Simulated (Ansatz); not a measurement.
```xyz
4

C     0.0000    0.0000   -0.8014
C     0.0000    0.0000    0.5430
N     0.0000    0.0000   -1.9816
Si    0.0000    0.0000    2.2401
```

Geometry: PBE0-D3(BJ)/pcseg-1.

These are results of Ansatz, isolated molecule in a Gaussian basis; Kohn-Sham density functional theory, functional PBE0, not measurements.

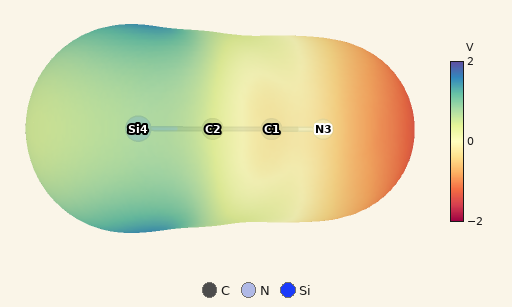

C$_{2}$NSi (SMILES N#CC#[Si]) (doublet). The molecular electrostatic potential painted on the density surface at 0.001 e/bohr³, seen at a tilt; red is negative and blue positive.

Q: Describe the electrostatic potential map.

A: The most negative region (about −1.5 V, or −35 kcal/mol for a unit charge) lies over N3, the most positive (about +1.5 V, or +35 kcal/mol for a unit charge) over Si4. N3 is the likeliest acceptor of a hydrogen bond.

Q: What dipole moment does the calculation give?

A: Its dipole moment is 3.99 D.
